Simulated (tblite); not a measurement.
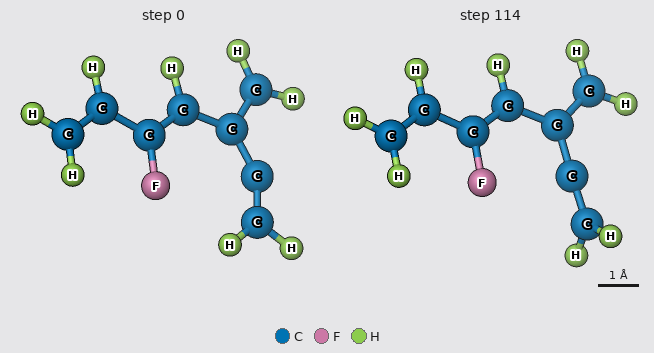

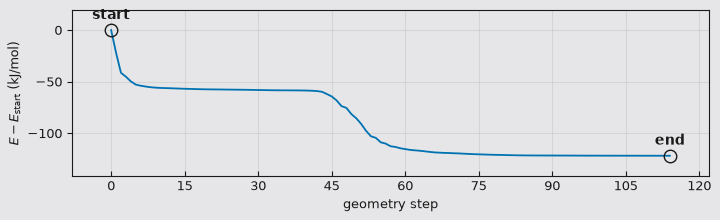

First and last geometry of a relaxation of C8H8F (multiplicity 2), with the history of the run. A ball-and-stick model, seen at a tilt.

Method: GFN2-xTB geometry optimisation, gas phase (tblite 0.8.0). 

Q: Read the history and describe the run.

A: It converged. Over 114 geometry steps the energy falls by 121.7 kJ/mol. The largest move after the best rigid fit is that of an H atom, 1.39 Å. Largest moves by element: H 1.39 Å, C 0.38 Å, F 0.08 Å. Near-neighbour distances that change, for instance: C–C 1.234 → 1.285 Å, C–H 1.130 → 1.083 Å, C–C 1.311 → 1.341 Å, C–H 1.107 → 1.080 Å. Bond angles that change, for instance: C–C–C 146.5° → 178.0°, C–C–C 134.3° → 120.2°, C–C–H 132.8° → 122.6°.
